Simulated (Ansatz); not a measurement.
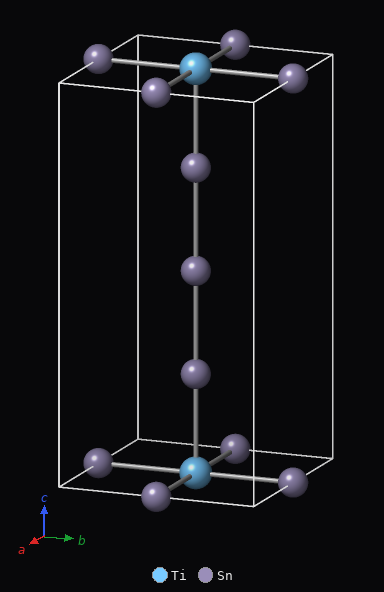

A ball-and-stick picture of a crystal structure, seen slightly off an axis. The frame is the simulation cell; atoms at its boundary are shown with their periodic copies.

Input used:
```yaml
crystal:
  lattice:
    - [5.3006592112, 0.0, 0.0]
    - [0.0, 5.3006592112, 0.0]
    - [0.0, 0.0, 10.5214759009]
  atoms:
    - { symbol: Ti, position: [0.5, 0.5, 0.0] }
    - { symbol: Sn, position: [0.5, 0.0, 0.0] }
    - { symbol: Sn, position: [0.0, 0.5, 0.0] }
    - { symbol: Sn, position: [0.5, 0.5, 0.2446748884] }
    - { symbol: Sn, position: [0.5, 0.5, 0.7553251116] }
    - { symbol: Sn, position: [0.5, 0.5, 0.5] }
basis:
  ecutwfc: 420
kpoints:
  mp_grid: { grid: [8, 8, 4] }
  band_path:
    path:
      - [[0.0, 0.0, 0.0], [0.0, 0.5, 0.0], [0.5, 0.5, 0.0], [0.0, 0.0, 0.0], [0.0, 0.0, 0.5], [0.0, 0.5, 0.5], [0.5, 0.5, 0.5], [0.0, 0.0, 0.5]]
      - [[0.0, 0.5, 0.0], [0.0, 0.5, 0.5]]
      - [[0.5, 0.5, 0.0], [0.5, 0.5, 0.5]]
    npoints: 14
hamiltonian:
  xc: pbe
scf:
  occupations: { method: gaussian, width: 0.1 }
  n_extra_bands: 15
output:
  forces: true
  stress: true
  eigenvalues: true
  populations: true
  dos: { projected: true, de: 0.02, nscf_kmesh: { grid: [10, 10, 5] } }
  bader: true
  write_density: true
  write_potential: true
  elf: true
  volumetric_format: npy
```
Run as:
```sh
ansatz run input.yaml --threads 1 --pin off --max-ram 2560MiB --backend cpu --events-out ev --progress --plain --runs-dir out
```

Computational set-up: Ansatz, DFT PBE, scalar-relativistic, plane waves, PAW, a kinetic-energy cutoff of 420 eV, an 8×8×4 mesh of k-points, Gaussian smearing of 0.1 eV, no spin polarisation.

What charge does Bader's analysis assign to each element?

Ti +0.84 e; Sn -0.24 to -0.08 e.

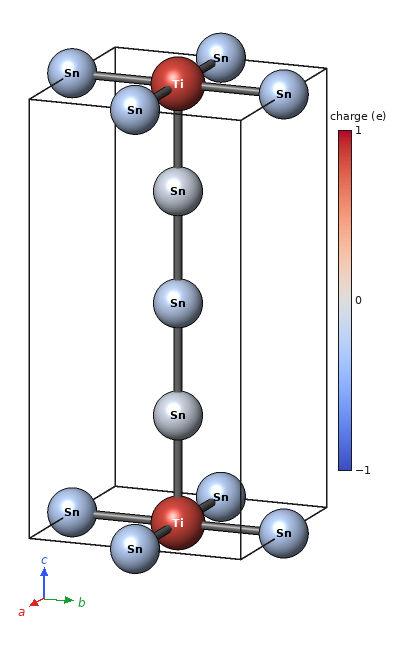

The atoms coloured by those charges.

The model was built from a random cell made by a generator, so it need not be a real form of the compound. Earlier steps of the study may have refined or changed the cell and positions. Ansatz was used for an electronic-structure calculation on it.
